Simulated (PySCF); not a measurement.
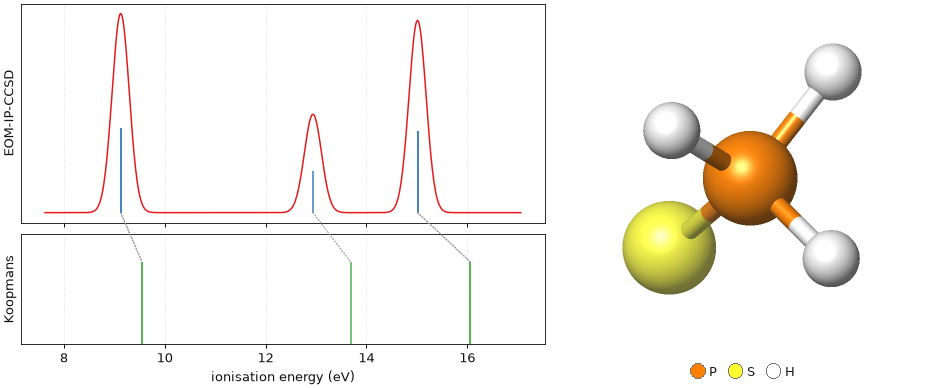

Valence photoelectron lines of PH₃S, SMILES [PH3]=S: vertical EOM-IP-CCSD/aug-cc-pVDZ (frozen core, PySCF, at a PBE0-D3(BJ)/def2-SVP geometry (no frequency check); 5 lines, one for each of the 5 highest orbitals, so a line of a deeper orbital can be missing among them) above, Hartree-Fock orbital energies with the sign turned below, non-relativistic; dotted lines join each line to its leading orbital. Stick heights are one-hole weights (summed over degenerate lines), not cross-sections; Gaussian width 0.40 eV.

What is the first vertical ionisation energy, and how far is Koopmans' value off?

Answer. 9.13 eV from the HOMO (with HOMO−1 within 0.05 eV); Koopmans gives 9.55 eV, 0.42 eV too high.

List the lines.

Answer.
```csv
hole,EOM-IP-CCSD (eV),Koopmans (eV),one-hole weight
HOMO,9.13,9.55,0.96
HOMO-1,9.13,9.55,0.96
HOMO-2,12.94,13.68,0.94
HOMO-3,15.01,16.06,0.92
HOMO-4,15.01,16.06,0.92
```

Caveats: small basis, so the lines can lie some tenths of an eV too low.
